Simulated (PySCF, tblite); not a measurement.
# C3H11NSi: a rotation path, then NMR shifts on frames, part 2 of 2

tblite 0.8.0 and PySCF 2.14.0. Atoms count from 0. Earlier steps stand in the parts before.

### Step 5. NMR shieldings: image 4, PBE0/pcSseg-1

Job settings and geometry (Å):

```
{"job": {"kind": "nmr", "xc": "PBE0", "basis": "pcSseg-1", "pop": false}, "charge": 0, "multiplicity": 1}
C      2.424900     0.549300    -0.301700
C      1.138200    -0.220400    -0.570400
C      0.023700     0.166100     0.397300
Si    -1.585600    -0.813600     0.111600
N     -2.826000     0.356100    -0.148100
H      2.252100     1.620900    -0.376700
H      2.789500     0.331100     0.699800
H      3.194200     0.275100    -1.021100
H      0.813900    -0.027400    -1.595200
H      1.341400    -1.290100    -0.484800
H     -0.156600     1.239700     0.311300
H      0.382500     0.000200     1.414400
H     -1.378100    -1.764300    -0.997500
H     -2.002200    -1.562900     1.297400
H     -3.775800     0.040300    -0.261300
H     -2.643700     1.108900    -0.792100
```

With the program's defaults for keys left out, this is: GIAO PBE0/pcSseg-1 NMR shielding, non-relativistic, gas phase.

Standard output:

```text
coarse grid: 12768 points
cycle   1  E = -464.7442875445  dE =  2.060e-01  |g| = 5.322e-01  |ddm| = 3.325e+00
cycle   2  E = -464.7069509700  dE =  3.734e-02  |g| = 6.717e-01  |ddm| = 1.039e+00
cycle   3  E = -464.8116894975  dE = -1.047e-01  |g| = 4.825e-02  |ddm| = 6.328e-01
cycle   4  E = -464.8121111003  dE = -4.216e-04  |g| = 2.377e-02  |ddm| = 6.360e-02
cycle   5  E = -464.8122390571  dE = -1.280e-04  |g| = 4.737e-03  |ddm| = 2.198e-02
cycle   6  E = -464.8122442956  dE = -5.239e-06  |g| = 1.167e-03  |ddm| = 5.335e-03
final grid: 115640 points
cycle   7  E = -464.8390629114  dE = -2.794e-05  |g| = 8.854e-03  |ddm| = 2.241e-02
cycle   8  E = -464.8390520999  dE =  1.081e-05  |g| = 1.116e-02  |ddm| = 1.660e-02
cycle   9  E = -464.8390823696  dE = -3.027e-05  |g| = 4.528e-04  |ddm| = 9.204e-03
cycle  10  E = -464.8390824045  dE = -3.485e-08  |g| = 2.183e-04  |ddm| = 5.588e-04
cycle  11  E = -464.8390824146  dE = -1.014e-08  |g| = 4.344e-05  |ddm| = 1.960e-04
cycle  12  E = -464.8390824150  dE = -4.011e-10  |g| = 1.302e-05  |ddm| = 5.434e-05
converged SCF energy = -464.8390824150

GIAO shielding tensors (ppm)
atom      isotropic    diamagn.    paramagn.     s11        s22        s33       span
  0 C      165.301     246.239     -80.938    151.121    157.537    187.246     36.125
  1 C      161.690     247.762     -86.072    151.904    162.254    170.912     19.008
  2 C      168.613     254.161     -85.548    149.979    165.877    189.981     40.002
  3 Si     375.721     879.764    -504.043    340.304    364.752    422.107     81.803
  4 N      260.189     315.712     -55.523    220.411    254.348    305.807     85.396
  5 H       30.781      29.918       0.863     26.975     29.131     36.239      9.264
  6 H       30.765      29.618       1.147     26.939     28.849     36.507      9.568
  7 H       30.348      28.170       2.178     25.694     27.596     37.752     12.058
  8 H       30.335      32.467      -2.132     25.034     30.410     35.560     10.526
  9 H       30.427      32.015      -1.588     25.104     30.338     35.838     10.734
 10 H       31.249      34.333      -3.085     26.947     30.815     35.984      9.038
 11 H       30.681      33.306      -2.625     26.245     30.089     35.708      9.463
 12 H       26.874      30.135      -3.261     23.337     26.100     31.185      7.848
 13 H       26.952      29.526      -2.573     23.748     25.245     31.864      8.116
 14 H       31.872      28.402       3.470     23.933     27.124     44.559     20.627
 15 H       31.882      32.017      -0.135     24.111     29.735     41.800     17.689
```

Wall time 22 s (1 thread of Arm Neoverse N1, shared host); peak memory 0.74 GiB.

This run: δ C1 25.2, C0 21.6, C2 18.3, Si3 -26.6, H12 4.84, H13 4.76 ppm.

### Step 6. Nuclear shieldings: image 6, PBE0/pcSseg-1

Job settings and geometry (Å):

```
{"job": {"kind": "nmr", "xc": "PBE0", "basis": "pcSseg-1", "pop": false}, "charge": 0, "multiplicity": 1}
C      2.367100     0.586100    -0.355400
C      1.034900    -0.106300    -0.614100
C      0.062400     0.062100     0.550100
Si    -1.598800    -0.826700     0.277000
N     -2.672000     0.335700    -0.408500
H      2.219400     1.649700    -0.181300
H      2.845600     0.158800     0.523300
H      3.033900     0.467900    -1.207600
H      0.591700     0.302300    -1.524900
H      1.219200    -1.169300    -0.784500
H     -0.101300     1.128200     0.718700
H      0.542000    -0.319900     1.452800
H     -1.358700    -2.019000    -0.557800
H     -2.223600    -1.235800     1.535700
H     -3.629200     0.074500    -0.582300
H     -2.340200     0.920600    -1.158400
```

With the program's defaults for keys left out, this is: GIAO PBE0/pcSseg-1 NMR shielding, non-relativistic, gas phase.

Standard output:

```text
coarse grid: 12768 points
cycle   1  E = -464.7454892630  dE =  2.057e-01  |g| = 5.330e-01  |ddm| = 3.325e+00
cycle   2  E = -464.7070113916  dE =  3.848e-02  |g| = 6.756e-01  |ddm| = 1.057e+00
cycle   3  E = -464.8130004063  dE = -1.060e-01  |g| = 4.769e-02  |ddm| = 6.481e-01
cycle   4  E = -464.8134159350  dE = -4.155e-04  |g| = 2.324e-02  |ddm| = 6.331e-02
cycle   5  E = -464.8135376608  dE = -1.217e-04  |g| = 4.756e-03  |ddm| = 2.161e-02
cycle   6  E = -464.8135429293  dE = -5.268e-06  |g| = 1.185e-03  |ddm| = 5.354e-03
final grid: 115640 points
cycle   7  E = -464.8399859839  dE = -2.437e-05  |g| = 8.735e-03  |ddm| = 2.040e-02
cycle   8  E = -464.8399748997  dE =  1.108e-05  |g| = 1.113e-02  |ddm| = 1.646e-02
cycle   9  E = -464.8400046530  dE = -2.975e-05  |g| = 4.870e-04  |ddm| = 9.296e-03
cycle  10  E = -464.8400046964  dE = -4.342e-08  |g| = 2.041e-04  |ddm| = 5.650e-04
cycle  11  E = -464.8400047054  dE = -8.909e-09  |g| = 4.035e-05  |ddm| = 1.867e-04
cycle  12  E = -464.8400047057  dE = -3.487e-10  |g| = 1.212e-05  |ddm| = 4.911e-05
converged SCF energy = -464.8400047057

GIAO shielding tensors (ppm)
atom      isotropic    diamagn.    paramagn.     s11        s22        s33       span
  0 C      165.249     246.115     -80.867    150.653    157.849    187.245     36.593
  1 C      162.200     248.132     -85.932    151.225    165.135    170.240     19.015
  2 C      168.052     254.156     -86.104    157.523    165.054    181.579     24.056
  3 Si     377.234     879.693    -502.459    345.894    365.544    420.263     74.369
  4 N      262.419     316.381     -53.962    227.245    257.053    302.960     75.716
  5 H       30.749      29.894       0.855     26.903     29.038     36.305      9.402
  6 H       30.737      29.578       1.158     26.956     28.802     36.451      9.495
  7 H       30.318      28.289       2.029     25.620     27.597     37.739     12.119
  8 H       30.330      32.965      -2.635     24.825     30.888     35.276     10.450
  9 H       30.305      32.270      -1.964     24.949     30.187     35.779     10.829
 10 H       31.066      33.800      -2.734     27.294     30.092     35.812      8.518
 11 H       31.016      33.107      -2.091     26.369     30.231     36.447     10.078
 12 H       26.808      30.013      -3.205     23.483     25.498     31.443      7.961
 13 H       26.941      29.237      -2.296     23.509     25.198     32.117      8.607
 14 H       31.828      28.611       3.217     23.893     27.135     44.456     20.563
 15 H       31.806      32.541      -0.735     23.839     29.825     41.755     17.916
```

Run time: 23 s. Hardware: 1 thread of Arm Neoverse N1, shared host; peak memory 0.74 GiB.

In short: δ C1 24.7, C0 21.7, C2 18.9, Si3 -28.1, H12 4.91, H13 4.78 ppm.

### Step 7. Nuclear shieldings: image 8, PBE0/pcSseg-1

Job settings and geometry (Å):

```
{"job": {"kind": "nmr", "xc": "PBE0", "basis": "pcSseg-1", "pop": false}, "charge": 0, "multiplicity": 1}
C      2.319500     0.613700    -0.385300
C      0.929000     0.043100    -0.641400
C      0.103400    -0.036600     0.638800
Si    -1.618400    -0.803900     0.408000
N     -2.495900     0.244800    -0.642100
H      2.247300     1.613900     0.037200
H      2.864000    -0.013200     0.318100
H      2.892200     0.671500    -1.308800
H      0.414500     0.673800    -1.370500
H      1.024900    -0.954500    -1.076900
H      0.007600     0.966100     1.058400
H      0.656300    -0.625600     1.372900
H     -1.456200    -2.187700    -0.077100
H     -2.373600    -0.813600     1.662200
H     -3.466100     0.045600    -0.823200
H     -2.056000     0.571600    -1.487600
```

Method: GIAO PBE0/pcSseg-1 NMR shielding, non-relativistic, gas phase.

Standard output:

```text
coarse grid: 12768 points
cycle   1  E = -464.7469390667  dE =  2.065e-01  |g| = 5.326e-01  |ddm| = 3.326e+00
cycle   2  E = -464.7072607696  dE =  3.968e-02  |g| = 6.786e-01  |ddm| = 1.068e+00
cycle   3  E = -464.8143783798  dE = -1.071e-01  |g| = 4.748e-02  |ddm| = 6.589e-01
cycle   4  E = -464.8147943859  dE = -4.160e-04  |g| = 2.314e-02  |ddm| = 6.352e-02
cycle   5  E = -464.8149148918  dE = -1.205e-04  |g| = 4.677e-03  |ddm| = 2.144e-02
cycle   6  E = -464.8149199709  dE = -5.079e-06  |g| = 1.218e-03  |ddm| = 5.355e-03
final grid: 115640 points
cycle   7  E = -464.8415359737  dE = -2.511e-05  |g| = 8.776e-03  |ddm| = 2.013e-02
cycle   8  E = -464.8415247805  dE =  1.119e-05  |g| = 1.117e-02  |ddm| = 1.663e-02
cycle   9  E = -464.8415548954  dE = -3.011e-05  |g| = 5.058e-04  |ddm| = 9.380e-03
cycle  10  E = -464.8415549421  dE = -4.673e-08  |g| = 2.204e-04  |ddm| = 6.139e-04
cycle  11  E = -464.8415549524  dE = -1.035e-08  |g| = 4.083e-05  |ddm| = 1.962e-04
cycle  12  E = -464.8415549528  dE = -3.507e-10  |g| = 1.404e-05  |ddm| = 4.967e-05
converged SCF energy = -464.8415549528

GIAO shielding tensors (ppm)
atom      isotropic    diamagn.    paramagn.     s11        s22        s33       span
  0 C      165.380     245.896     -80.517    150.608    157.963    187.568     36.960
  1 C      165.064     248.660     -83.596    156.912    167.110    171.171     14.259
  2 C      167.913     254.075     -86.161    159.497    166.061    178.182     18.685
  3 Si     382.270     879.812    -497.542    350.252    369.257    427.301     77.050
  4 N      263.403     316.906     -53.503    236.372    256.431    297.406     61.034
  5 H       30.688      29.775       0.913     26.810     28.881     36.374      9.565
  6 H       30.707      29.564       1.143     26.887     28.770     36.465      9.578
  7 H       30.303      28.379       1.924     25.524     27.582     37.803     12.279
  8 H       30.427      33.445      -3.018     24.447     31.422     35.412     10.964
  9 H       30.367      32.462      -2.096     25.059     30.171     35.870     10.811
 10 H       30.871      33.353      -2.482     26.948     29.604     36.062      9.114
 11 H       31.312      32.992      -1.680     26.854     30.126     36.957     10.103
 12 H       26.751      29.720      -2.969     23.194     25.055     32.002      8.808
 13 H       26.979      29.124      -2.145     23.615     25.050     32.273      8.658
 14 H       31.749      28.786       2.963     23.909     27.043     44.293     20.384
 15 H       31.693      32.810      -1.117     23.198     30.240     41.641     18.444
```

Run time: 23 s. Hardware: 1 thread of Arm Neoverse N1, shared host; peak memory 0.74 GiB.

Key values: δ C1 21.9, C0 21.5, C2 19.0, Si3 -33.1, H12 4.97, H13 4.74 ppm.

### Step 8. Comparing the runs: NMR shifts

Shifts (ppm) of some atoms, chosen among heavy atoms and hydrogens apart, with basis size and wall time:

| frame | C0 | C1 | C2 | H11 | H10 | Si3 | N4 | functions | time |
| --- | --- | --- | --- | --- | --- | --- | --- | --- | --- |
| image 0 | 21.3 | 20.5 | 19.4 | 0.90 | 0.67 | -30.1 | 5.7 | 147 | 22 s |
| image 2 | 21.4 | 22.6 | 19.0 | 1.09 | 0.47 | -28.4 | 7.6 | 147 | 22 s |
| image 4 | 21.6 | 25.2 | 18.3 | 1.04 | 0.47 | -26.6 | 7.5 | 147 | 22 s |
| image 6 | 21.7 | 24.7 | 18.9 | 0.70 | 0.65 | -28.1 | 5.3 | 147 | 23 s |
| image 8 | 21.5 | 21.9 | 19.0 | 0.40 | 0.85 | -33.1 | 4.3 | 147 | 23 s |

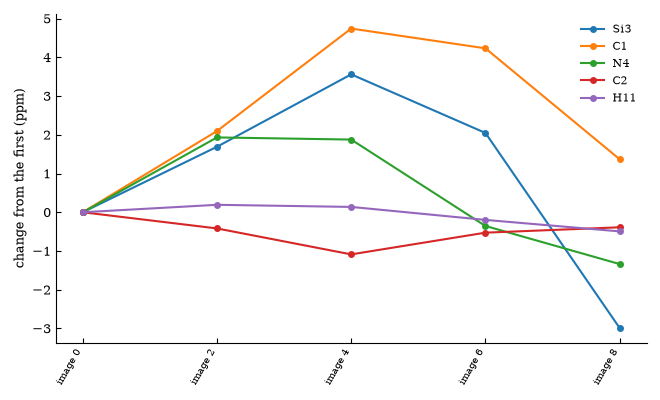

How five of the tabulated atoms move from run to run.

### Step 9. Outcome

The summary covers parts 1 to 2.

```
                                        quantity                                                                   value
                                         barrier                                      0.044 eV (1.0 kcal/mol) at image 4
                           end to end (GFN2-xTB)                                                                0.012 eV
 ¹³C shifts against TMS (PBE0/pcSseg-1, image 0)                                                    21.3, 20.5, 19.4 ppm
  ¹H shifts against TMS (PBE0/pcSseg-1, image 0)  4.96, 4.68, 1.37, 1.31, 1.26, 1.02, 0.95, 0.90, 0.67, -0.12, -0.18 ppm
²⁹Si shifts against TMS (PBE0/pcSseg-1, image 0)                                                               -30.1 ppm
 ¹⁵N shifts against NH3 (PBE0/pcSseg-1, image 0)                                                                 5.7 ppm
                       range of the shift of Si3                                                      -33.1 to -26.6 ppm
```

What this shows: Along the band the dihedral turns by 117°, and the top (dihedral 236°) lies 1.0 kcal/mol above the start (GFN2-xTB, rough), so at room temperature this motion is fast. Ends this close can change order at a higher level. The top was not checked by a frequency run. Shifts at one fixed geometry are not the observed spectrum, which averages over the motion. In the first frame run (image 0): Shielding is most anisotropic at Si3 (span 87 ppm, paramagnetic term -501 ppm). Across the 5 runs the shift of Si3 moves most, between -33.1 (image 8) and -26.6 ppm (image 4).
